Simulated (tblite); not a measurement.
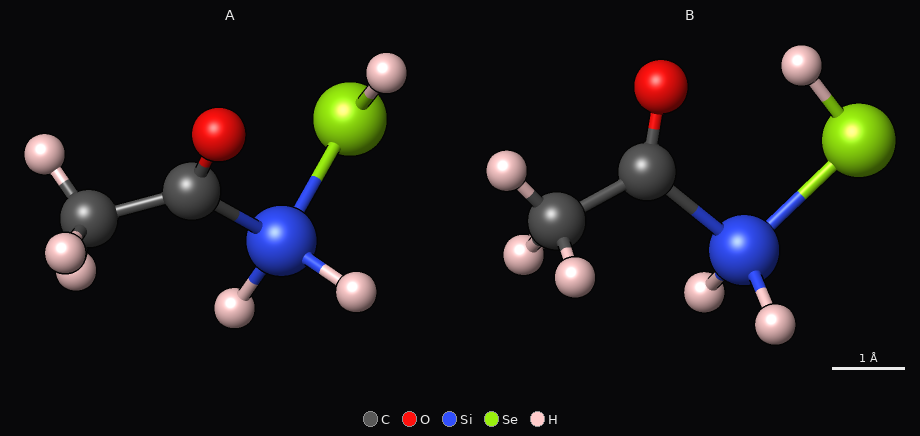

Two geometries of C2H6OSeSi, drawn at one scale. One is the start of a relaxation, the other its converged end. The picture is a ball-and-stick view, seen at a tilt.

Computed with tblite, GFN2-xTB geometry optimisation, gas phase. 

> Which geometry has the lower energy?

Structure B is the relaxed one. The energy falls by 0.358 eV in 121 geometry steps. The atom that moves furthest after the best rigid fit is the O atom (1.28 Å). By element the largest moves are O 1.28 Å, Se 1.04 Å, H 0.82 Å, C 0.47 Å, Si 0.14 Å. Some distances before and after: H–Se 1.543 → 1.439 Å, C–Si 1.851 → 1.936 Å, Se–Si 2.285 → 2.248 Å, C–H 1.120 → 1.088 Å. Among the angles between lasting bonds that change: C–Si–Se 109.7° → 101.1°, C–C–Si 120.8° → 117.0°, Se–Si–H 109.2° → 112.9°. Groups turn about C–Si by about 60°, Se–Si by about 60°, C–C by about 60°. The run took 0.63 s on 1 thread of Arm Neoverse V1, with other jobs on the host.
